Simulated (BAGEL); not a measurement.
# Si3H6 (cyclo-(SiH2)3) at PBE0/cc-pVDZ (density fitting with qzvpp-jkfit)

What is the energy change on altering one bond length of Si3H6 (cyclo-(SiH2)3) at PBE0/cc-pVDZ (density fitting with qzvpp-jkfit)? 

The results are computed with BAGEL 1.2.2.

## Step 1: The structure to begin with

The species is Si3H6 (9 atoms), meant as a singlet with charge 0. The coordinates come from a GFN2-xTB relaxation.

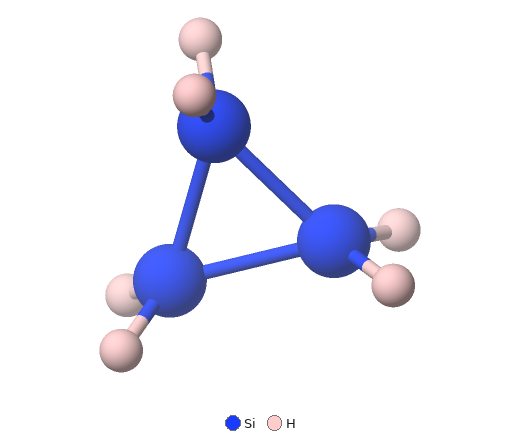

The structure, seen from a chosen angle (silicon blue, hydrogen pink).

## Step 2: The energy at PBE0/cc-pVDZ (density fitting with qzvpp-jkfit)

calc.json

```json
{ "bagel" : [

{
  "title" : "molecule",
  "basis" : "cc-pvdz.json",
  "df_basis" : "qzvpp-jkfit",
  "angstrom" : true,
  "geometry" : [
    { "atom" : "Si", "xyz" : [      -1.134740,       0.093590,       0.729030 ] },
    { "atom" : "H", "xyz" : [      -2.144300,      -0.949710,       0.933370 ] },
    { "atom" : "H", "xyz" : [      -1.610690,       1.252820,       1.488970 ] },
    { "atom" : "Si", "xyz" : [      -0.009500,       0.334880,      -1.310440 ] },
    { "atom" : "H", "xyz" : [       0.251600,       1.656030,      -1.889910 ] },
    { "atom" : "H", "xyz" : [      -0.284950,      -0.545230,      -2.450430 ] },
    { "atom" : "Si", "xyz" : [       1.143480,      -0.425770,       0.580200 ] },
    { "atom" : "H", "xyz" : [       2.167140,       0.391340,       1.238270 ] },
    { "atom" : "H", "xyz" : [       1.621950,      -1.807950,       0.680950 ] }
  ]
},

{ "title" : "ks", "xc_func" : "pbe0" },

{ "title" : "print", "file" : "orbitals.molden", "orbitals" : true }

]}
```

The basis set cc-pVDZ is read from a file made from the Basis Set Exchange's data (not shown).

Run with:

```
$ BAGEL_NUM_THREADS=1 BAGEL calc.json > calc.out
```

Standard output:

```text
* using 1 threads per process

  ===============================================================
  ===============================================================

  *** Geometry ***

  { "atom" : "Si", "xyz" : [     -2.144348,      0.176859,      1.377667 ] },
  { "atom" : "H", "xyz" : [     -4.052140,     -1.794692,      1.763814 ] },
  { "atom" : "H", "xyz" : [     -3.043763,      2.367487,      2.813746 ] },
  { "atom" : "Si", "xyz" : [     -0.017952,      0.632831,     -2.476373 ] },
  { "atom" : "H", "xyz" : [      0.475455,      3.129443,     -3.571412 ] },
  { "atom" : "H", "xyz" : [     -0.538477,     -1.030335,     -4.630642 ] },
  { "atom" : "Si", "xyz" : [      2.160864,     -0.804589,      1.096419 ] },
  { "atom" : "H", "xyz" : [      4.095301,      0.739525,      2.339991 ] },
  { "atom" : "H", "xyz" : [      3.065041,     -3.416530,      1.286809 ] },

  Number of auxiliary basis functions:      492

  Since a DF basis is specified, we compute 2- and 3-index integrals:
    o Being stored without compression. Storage requirement is 0.028 GB

  Number of basis functions:       84
  Number of electrons      :       48

    * METHOD: MOLECULE                             0.57

  *** Kohn-Sham DFT ***

    * Removing 15368 points whose weight is below 1.00e-10
    * Grid points: 118786

  === Nuclear Repulsion ===
   191.9339213862

       - DIIS with orbital gradients will be used.

  === KS iteration (pbe0 / cc-pvdz.json) ===
      0       -852.98954158          0.08776981           0.91
      1       -863.03033062          0.07330616           0.94
      2       -861.53553094          0.08969517           1.01
      3       -871.49654199          0.01338307           0.94
      4       -871.63060832          0.00793935           0.86
      5       -871.64405563          0.00531951           0.90
      6       -871.65820635          0.00054444           1.02
      7       -871.65844694          0.00009659           0.97
      8       -871.65845239          0.00005389           0.90
      9       -871.65845465          0.00000268           0.94
     10       -871.65845465          0.00000085           0.83
     11       -871.65845465          0.00000027           0.87
     12       -871.65845465          0.00000006           1.13
     13       -871.65845465          0.00000001           0.97
    * SCF iteration converged.

    * Permanent dipole moment:
           (    0.000626,    -0.001755,     0.000832) a.u.

    * METHOD: KS                                  15.28

    * METHOD: PRINT                                0.02

  ===============================================================
```

Wall time 17 s (1 thread of Intel Xeon at 2.50GHz (Skylake/Cascade Lake), shared host); peak memory 0.48 GiB.

## Step 3: The distorted shape

job.json

```json
{ "bagel" : [

{
  "title" : "molecule",
  "basis" : "cc-pvdz.json",
  "df_basis" : "qzvpp-jkfit",
  "angstrom" : "true",
  "geometry" : [
    { "atom" : "Si", "xyz" : [   -0.997006,    0.533673,    1.299061 ] },
    { "atom" : "H", "xyz" : [   -2.006566,   -0.509627,    1.503401 ] },
    { "atom" : "H", "xyz" : [   -1.472956,    1.692903,    2.059001 ] },
    { "atom" : "Si", "xyz" : [    0.128234,    0.774963,   -0.740409 ] },
    { "atom" : "H", "xyz" : [    0.389334,    2.096113,   -1.319879 ] },
    { "atom" : "H", "xyz" : [   -0.284950,   -0.545230,   -2.450430 ] },
    { "atom" : "Si", "xyz" : [    1.281214,    0.014313,    1.150231 ] },
    { "atom" : "H", "xyz" : [    2.304874,    0.831423,    1.808301 ] },
    { "atom" : "H", "xyz" : [    1.759684,   -1.367867,    1.250981 ] }
  ]
},
{
  "title" : "ks",
  "xc_func" : "pbe0",
  "charge" : 0
},
{
  "title" : "print",
  "file" : "orbitals.molden",
  "orbitals" : "true"
}

]}
```

The basis set cc-pVDZ is read from a file made from the Basis Set Exchange's data (not shown).

Run with:

```
$ BAGEL_NUM_THREADS=1 BAGEL job.json > job.out
```

Standard output:

```text
* using 1 threads per process

  ===============================================================
  ===============================================================

  *** Geometry ***

  { "atom" : "Si", "xyz" : [     -1.884068,      1.008496,      2.454870 ] },
  { "atom" : "H", "xyz" : [     -3.791860,     -0.963055,      2.841016 ] },
  { "atom" : "H", "xyz" : [     -2.783483,      3.199123,      3.890948 ] },
  { "atom" : "Si", "xyz" : [      0.242327,      1.464468,     -1.399170 ] },
  { "atom" : "H", "xyz" : [      0.735735,      3.961079,     -2.494210 ] },
  { "atom" : "H", "xyz" : [     -0.538477,     -1.030335,     -4.630642 ] },
  { "atom" : "Si", "xyz" : [      2.421144,      0.027048,      2.173622 ] },
  { "atom" : "H", "xyz" : [      4.355581,      1.571162,      3.417194 ] },
  { "atom" : "H", "xyz" : [      3.325321,     -2.584894,      2.364011 ] },

  Number of auxiliary basis functions:      492

  Since a DF basis is specified, we compute 2- and 3-index integrals:
    o Being stored without compression. Storage requirement is 0.028 GB

  Number of basis functions:       84
  Number of electrons      :       48

    * METHOD: MOLECULE                             0.79

  *** Kohn-Sham DFT ***

    * Removing 14896 points whose weight is below 1.00e-10
    * Grid points: 119258

  === Nuclear Repulsion ===
   189.4621471888

       - DIIS with orbital gradients will be used.

  === KS iteration (pbe0 / cc-pvdz.json) ===
      0       -853.07671417          0.08546192           0.82
      1       -862.85844417          0.07087623           0.86
      2       -861.22284758          0.08732438           0.95
      3       -871.25924089          0.01687966           0.79
      4       -871.53407840          0.00886116           0.82
      5       -871.55572417          0.00785429           0.88
      6       -871.57647694          0.00527886           0.88
      7       -871.59264596          0.00113734           0.93
      8       -871.59331635          0.00025280           0.94
      9       -871.59335617          0.00003262           1.00
     10       -871.59335700          0.00000830           0.89
     11       -871.59335704          0.00000388           0.87
     12       -871.59335706          0.00000038           0.91
     13       -871.59335706          0.00000019           0.87
     14       -871.59335706          0.00000009           0.96
     15       -871.59335706          0.00000001           0.91
     16       -871.59335706          0.00000001           1.01
    * SCF iteration converged.

    * Permanent dipole moment:
           (   -0.071701,    -0.195974,    -0.427499) a.u.

    * METHOD: KS                                  17.40

    * METHOD: PRINT                                0.01

  ===============================================================
```

Wall time 19 s (1 thread of Intel Xeon at 2.50GHz (Skylake/Cascade Lake), shared host); peak memory 0.48 GiB.

## Step 4: Outcome

Level: PBE0/cc-pVDZ (density fitting with qzvpp-jkfit).

```
                                                          quantity          value
                                         first shape: total energy  -871.65845 Eh
                                        first shape: dipole moment         0.01 D
                                          first shape: HOMO energy       -7.04 eV
                                          first shape: LUMO energy       -1.19 eV
                                        first shape: HOMO–LUMO gap        5.85 eV
                                     distorted shape: total energy  -871.59336 Eh
                                    distorted shape: dipole moment         1.21 D
                                      distorted shape: HOMO energy       -7.10 eV
                                      distorted shape: LUMO energy       -2.26 eV
                                    distorted shape: HOMO–LUMO gap        4.84 eV
energy change with the Si4–H6 bond stretched from 1.466 to 2.200 Å       1.771 eV
```

What this shows: With the Si4–H6 bond stretched from 1.466 to 2.200 Å the energy rises by 1.77 eV (171 kJ/mol). The first shape isn't relaxed at this level, so the change isn't measured from a minimum.
